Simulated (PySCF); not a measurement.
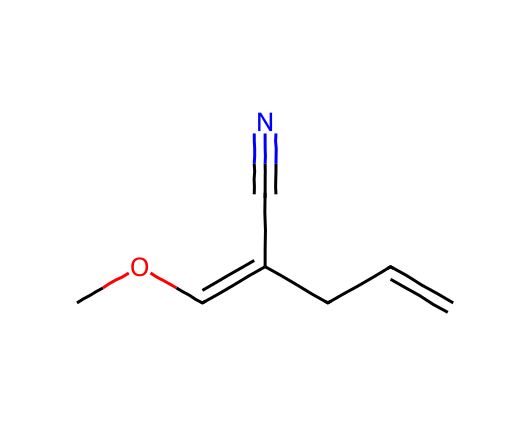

Computed geometry: GFN2-xTB optimisation. No frequency run is at hand to confirm it as a minimum. Properties computed with PBE0/def2-SVPD, gas phase (PySCF 2.14.0). Excitations: vertical, linear response.

> Estimate the HOMO–LUMO gap.

5.91 eV.

> Give the dipole moment at this level.

5.72 D.

> Estimate the mean static polarisability.

96.5 bohr³.

> What is the lowest vertical singlet excitation?

5.42 eV.
